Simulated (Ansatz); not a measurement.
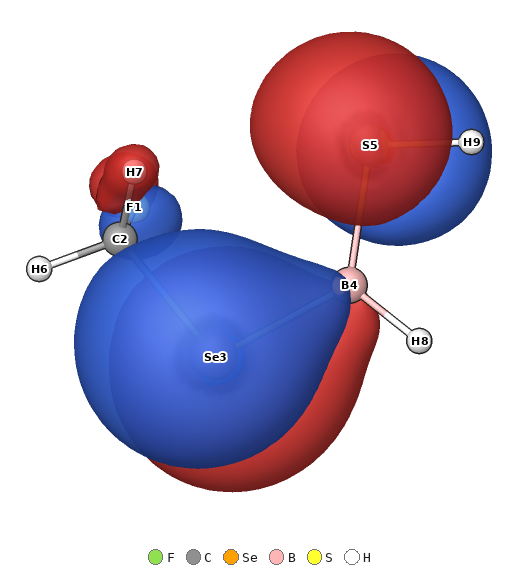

Figure 1: CH₄BFSSe. The HOMO at ±0.06 Å⁻³ᐟ² (red and blue are the two phases), seen at an oblique angle.

These are results of Ansatz, RKS B3LYP/def2-mTZVP, not measurements.

```yaml
atoms:
  - { symbol: F, position_ang: [2.1556, 0.6845, 0.3289] }
  - { symbol: C, position_ang: [1.4351, 0.3847, -0.8134] }
  - { symbol: Se, position_ang: [0.4646, -1.3307, -0.6565] }
  - { symbol: B, position_ang: [-1.0674, -0.8460, 0.4182] }
  - { symbol: S, position_ang: [-1.3497, 0.7901, 1.1056] }
  - { symbol: H, position_ang: [2.1278, 0.2717, -1.6447] }
  - { symbol: H, position_ang: [0.7270, 1.1882, -1.0013] }
  - { symbol: H, position_ang: [-1.8363, -1.7253, 0.6076] }
  - { symbol: H, position_ang: [-2.5683, 0.5366, 1.6383] }
```

> Where does this orbital lie, and at what energy?

By Hirshfeld shares it lies mainly on Se3 (about 60 %) and S5 (about 25 %). Its energy is −7.05 eV.
